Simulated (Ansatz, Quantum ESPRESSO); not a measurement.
# F on top sites of TaN(001): the work function of the upper face at a withheld member of a series

How the rows were computed: Quantum ESPRESSO 7.5, PBE, GBRV ultrasoft. Slabs of 3 layers, covered on the upper face; adsorbates and the top layer relax in a periodic cell, the rest is held (the clean slab relaxes both outer layers); a run under open boundaries (ESM, bc1) gives both vacuum levels. Cells of one to 6 surface sites carry the coverages, on meshes of like density; cold smearing of 0.02 Ry. The slabs take the lattice constants of the bulk relaxed by the same program. The series steps the coverage.

```
 coverage  work function of the upper face (eV)
     0 ML                                 3.363
0.1667 ML                                 4.143
  0.25 ML                                 4.512
0.3333 ML                                 4.749
   0.5 ML                                 5.521
  0.75 ML                                 6.215
     1 ML                                 6.852
```

To predict: What is the work function of the upper face at 0.6667 ML?

By hand: The rows at 0.5 ML and 0.75 ML give a slope of (6.215 − (5.521))/(0.75 − (0.5)) = 2.776, so a straight line gives 5.984 eV. A parabola through these and the row at 0.3333 ML gives 6.046 eV.

**The withheld run.** 5.933 eV. The line misses by +0.051 and the parabola by +0.113 eV. The line does better here.

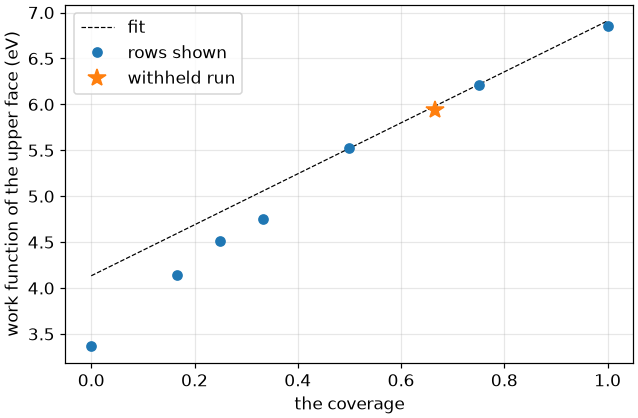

The rows shown, the fit and the withheld run.

Caveats: Thin slabs, one site and one ordered pattern a coverage; no reconstruction or subsurface sites; meshes differ a little between cells.

[Logs are printed without paths, hosts, clocks, repeated set-up lines and the standing remarks that a program may print on its own settings, such as how far it seeks lower states.]
